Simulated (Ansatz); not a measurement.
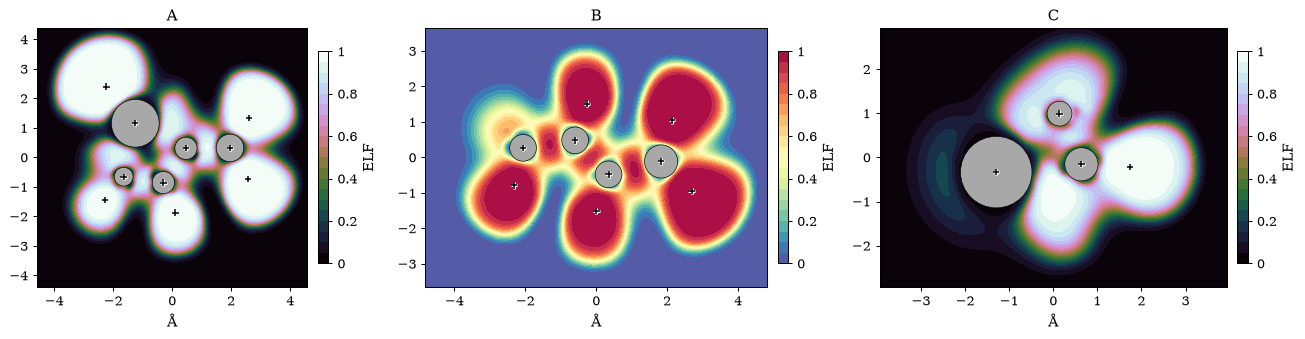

The ELF of 3 systems, each on a plane through atoms (crosses mark nuclei in the plane; grey discs cover the cores).

Theory: Ansatz 0.2.0, RKS PBE0-D4/def2-TZVPP.

System 1: CH3AlO, the plane of atoms O1, C2 and Al3. Geometry: PBE0-D4/def2-TZVP.

```xyz
6

O    -0.6295   -0.8707    0.6442
C     0.1411   -1.0549   -0.3243
Al    0.0728    0.8483    0.0375
H     0.2860   -2.0985   -0.6537
H    -0.9992    1.6860   -0.7618
H     1.1709    1.4259    1.0121
```

System 2: C2H5AlBN, the molecular plane. Geometry: PBE0-D4/def2-TZVP.

```yaml
atoms:
  - { symbol: B, position_ang: [-1.2530, 0.5767, -1.4187] }
  - { symbol: C, position_ang: [-0.1438, 0.2428, -0.4788] }
  - { symbol: C, position_ang: [-0.3150, -0.4713, 0.7023] }
  - { symbol: N, position_ang: [0.8209, -0.6735, 1.4228] }
  - { symbol: Al, position_ang: [1.6885, 0.2649, 0.0805] }
  - { symbol: H, position_ang: [-2.3757, 0.2170, -1.1617] }
  - { symbol: H, position_ang: [-1.0762, 1.1954, -2.4326] }
  - { symbol: H, position_ang: [-1.2730, -0.8592, 1.0617] }
  - { symbol: H, position_ang: [0.7920, -1.1794, 2.2897] }
  - { symbol: H, position_ang: [3.2184, 0.6355, -0.0622] }
```

System 3: C3H7B (SMILES BC=CC), the plane of atoms C3, C2 and H7. Geometry: PBE0-D4/def2-TZVP.

```yaml
atoms:
  - { symbol: B, position_ang: [-0.5745, 2.0083, 0.4120] }
  - { symbol: C, position_ang: [0.0235, 0.6167, 0.5917] }
  - { symbol: C, position_ang: [-0.0524, -0.2955, -0.3932] }
  - { symbol: C, position_ang: [0.4824, -1.6782, -0.3523] }
  - { symbol: H, position_ang: [-1.1142, 2.2777, -0.6250] }
  - { symbol: H, position_ang: [-0.5217, 2.8388, 1.2733] }
  - { symbol: H, position_ang: [0.5255, 0.3174, 1.5119] }
  - { symbol: H, position_ang: [-0.5529, -0.0041, -1.3166] }
  - { symbol: H, position_ang: [-0.3212, -2.4042, -0.5160] }
  - { symbol: H, position_ang: [0.9693, -1.8997, 0.5982] }
  - { symbol: H, position_ang: [1.2017, -1.8345, -1.1634] }
```

Question: Which map belongs to which system?

Answer: Panel A is system 2, C2H5AlBN: the plane holds B, C, N, Al and H. C–N (1.36 Å): the ELF peaks at about 0.90 between the atoms: a covalent bond. Panel B is system 3, C3H7B: the plane holds B, C and H. C–C (1.34 Å): the ELF peaks at about 0.95 between the atoms; a short, multiple covalent bond. Panel C is system 1, CH3AlO: the plane holds O, C, Al and H. C–O (1.25 Å): the ELF peaks at about 0.85 between the atoms: a polar covalent bond.
